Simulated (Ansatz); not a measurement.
# The dipole moment down a group: O to Te

One atom is swapped for its congeners: C3H5O `C=CC[O]`; C3H5Se `C=CC[Se]`; C3H5Te `C=CC[Te]`. The S member is missing. All are doublets with charge 0.

Shapes, held fixed at every level: PBE0-D4/def2-TZVP. Flexible molecules stand in one conformer, not always the lowest. Programs: Ansatz 0.2.0. Values in D.

| level | C3H5O | C3H5Se | C3H5Te |
| --- | --- | --- | --- |
| PBE-D4/def2-TZVPP | 2.12 | 1.38 | 1.18 |
| r2SCAN-D4/def2-TZVPP | 1.99 | 1.43 | 1.22 |
| B3LYP-D4/def2-TZVPP | 2.03 | 1.37 | 1.15 |
| wB97M-V/def2-TZVPP | 1.97 | 1.33 | 1.05 |

At wB97M-V/def2-TZVPP the dipole moment falls at every step, from 1.97 to 1.05 D. Every level shows the same order. Open shells run unrestricted unless RO is named. For atoms past krypton def2 sets carry core potentials with scalar relativity. Relativity is left out for Se unless named.

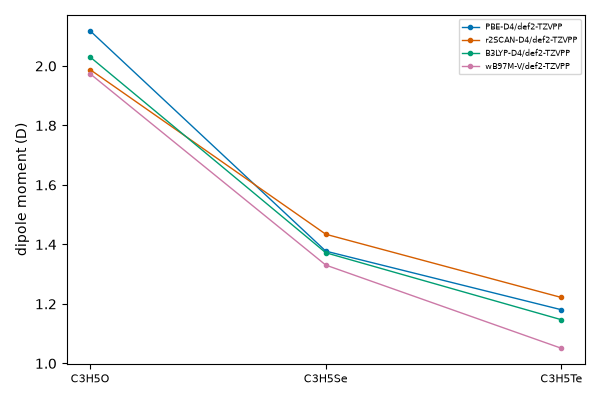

The trend along the series, level by level.
